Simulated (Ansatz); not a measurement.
# CHSi+ (quintet): wave-function methods side by side, cc-pVTZ

Aim: climb from Hartree-Fock through coupled cluster and multireference methods for CHSi+ (quintet) at one geometry and basis, and see what each rung misses.

Method: cc-pVTZ, core rule «outside noble gas», up to 6 orbitals frozen; program: Ansatz 0.2.0, Gaussian basis.

To be run: UHF; CCSD(T) on ROHF; CCSD(T) on UHF; BCCD(T) on ROHF; CCSDT(Q) on ROHF; CCSDT(Q) on UHF; CASSCF and MRCISD+Q, 8 electrons in 9 orbitals; CASSCF and NEVPT2, 8 electrons in 9 orbitals.

5 further runs of the same task are left out: 5 set aside as unsound or not needed.

## Step 1: What is computed

The geometry is a PBE0/def2-TZVP stationary point (not a proven minimum) of the parent state, kept for this charge and spin.

3 atoms, charge 1, spin multiplicity 5.

Atoms are counted from 1 here; the program's logs count them from 0.

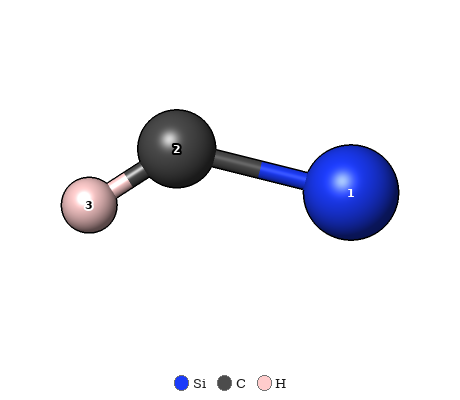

The structure; silicon blue, carbon dark grey, hydrogen pink; atoms are numbered from 1 in the order of the file.

## Step 2: UHF

The input, in.yaml:

```yaml
crystal:
  periodic: [false, false, false]
  atoms:
    - {symbol: Si, position_ang: [0.000000, 0.032553, 0.617233]}
    - {symbol: C, position_ang: [0.000000, -0.127023, -1.268554]}
    - {symbol: H, position_ang: [0.000000, 0.606549, -2.082531]}
basis:
  gaussian: {orbitals: cc-pVTZ}
total_charge: 1
magnetization: {spin_polarized: true, initial_magnetization: 4}
hamiltonian: {xc: hf}
output: {orbitals: {seedname: orbitals}}
```

Command:

```bash
$ ansatz run in.yaml --threads 1 --pin off --events-out ev --progress --plain --max-ram 2816MiB --backend cpu
```

The runs that follow: CCSD(T) on ROHF; CCSD(T) on UHF; BCCD(T) on ROHF; CCSDT(Q) on ROHF; CCSDT(Q) on UHF; CASSCF and MRCISD+Q, 8 electrons in 9 orbitals; CASSCF and NEVPT2, 8 electrons in 9 orbitals.

Q: Predict the results of all the runs planned. Wanted: UCCSDT(Q) below the RHF energy; RMP2 from UCCSDT(Q); UMP2 from UCCSDT(Q); RCCSD from UCCSDT(Q); RCCSD(T) from UCCSDT(Q); UCCSD(T) from UCCSDT(Q); RCCSDT(Q) from UCCSDT(Q); NEVPT2 valence from UCCSDT(Q); MRCISD+Q valence from UCCSDT(Q).

**Answer**, as computed:

| quantity | value |
| --- | --- |
| UCCSDT(Q) below the RHF energy | -5.0450 eV |
| RMP2 from UCCSDT(Q) | +92.3 kJ/mol |
| UMP2 from UCCSDT(Q) | +96.0 kJ/mol |
| RCCSD from UCCSDT(Q) | +24.7 kJ/mol |
| RCCSD(T) from UCCSDT(Q) | +4.9 kJ/mol |
| UCCSD(T) from UCCSDT(Q) | +4.7 kJ/mol |
| RCCSDT(Q) from UCCSDT(Q) | +0.4 kJ/mol |
| NEVPT2 valence from UCCSDT(Q) | +76.9 kJ/mol |
| MRCISD+Q valence from UCCSDT(Q) | +5.3 kJ/mol |
| levels within 1 kcal/mol (43 meV) | RCCSDT, UCCSDT, RCCSDT(Q) |
| T1 diagnostic | 0.034 |
| effectively unpaired electrons | 4.02 |

RCCSD(T) misses by +4.9 kJ/mol, 1.0 % of the correlation energy. One determinant dominates. Of the multireference levels listed MRCISD+Q valence comes nearest in total energy (+5.3 kJ/mol), which doesn't show that its space is the better one. These misses are within one basis, not against nature; the frozen cores of restricted and unrestricted runs differ, which can shift their rows.
